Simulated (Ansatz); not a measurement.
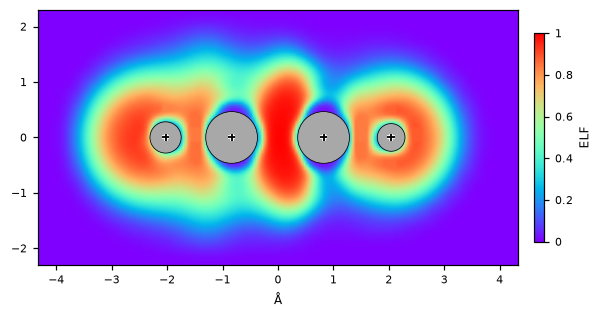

The ELF on a plane through atoms (crosses mark nuclei in the plane; grey discs cover the cores).

These are results of isolated molecule in a Gaussian basis; Kohn-Sham density functional theory, functional PBE0 (Ansatz), not measurements.

Candidates:
A. CH₂NSn (doublet)
B. B₂FO (charge +1)
C. H₂InSSi (charge +1)

Which system is this?

Answer. Candidate B: B₂FO on a plane that holds the molecular axis, which holds B, F and O. B–O (1.19 Å): the ELF peaks at about 0.85 between the atoms; a polar covalent bond. B–F (1.22 Å): the ELF peaks at about 0.85 between the atoms, as expected for a short, strongly polar bond.
